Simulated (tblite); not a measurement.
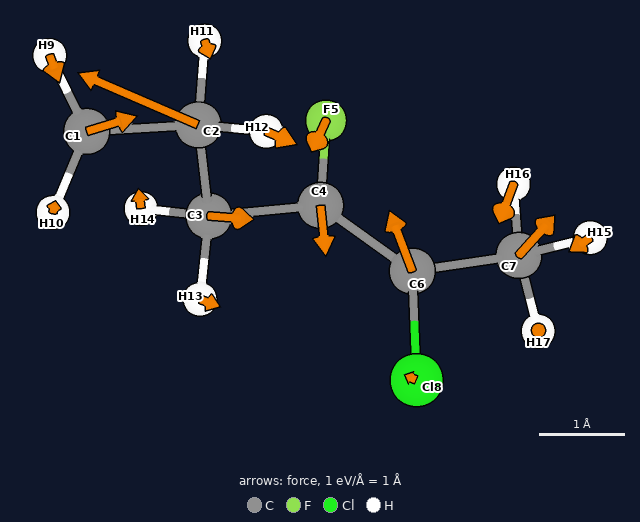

Starting geometry of C$_{6}$H$_{9}$ClF (multiplicity 2) with the computed forces as orange arrows. A ball-and-stick model, seen at a tilt.

These are results of tblite, GFN2-xTB geometry optimisation, gas phase, not measurements. 

Q: Is this structure relaxed? If not, where do the atoms go?

A: It isn't relaxed: the largest force vector, on C2, is 1.57 eV/Å. The final displacements have little in common with the starting forces (cosine between the two patterns 0.10). H9 moves most after the best rigid fit: 0.65 Å. Largest moves by element: H 0.65 Å, Cl 0.24 Å, F 0.17 Å, C 0.16 Å. Some distances before and after: C1–C2 1.505 → 1.465 Å, C2–C3 1.528 → 1.567 Å, C3–C4 1.512 → 1.485 Å, C7–H16 1.111 → 1.087 Å. Among the angles between lasting bonds that change: C3–C2–H12 111.0° → 106.8°, C4–C6–Cl8 121.7° → 118.5°, H13–C3–H14 106.1° → 109.3°. Groups turn about C1–C2 by about 50°. Over 114 geometry steps the energy falls by 11.1 kJ/mol.
